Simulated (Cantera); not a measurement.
Charge: 1 mol CaO, 35 mol HF, 5.7 mol H2, equilibrated at 1650 K.

Cantera equilibrium calculation (NASA polynomials, part measured and part estimated; ideal gas, pure solids and liquids). Candidate condensed phases: Ca, CaF2, CaO, Ca(OH)2, H2O; 29 gas species. Equilibrium is a limit: real reactors are often held back by kinetics, nucleation or transport.

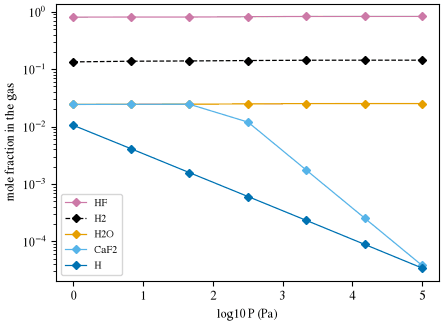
Equilibrium gas composition (values under 1e-9 drawn at 1e-9)

Question: Read off the mole fractions at 1.00 bar.

Answer: HF about 0.83, H2 about 0.14, H2O about 0.025, CaF2 about 3.8e-5, H about 3.4e-5.
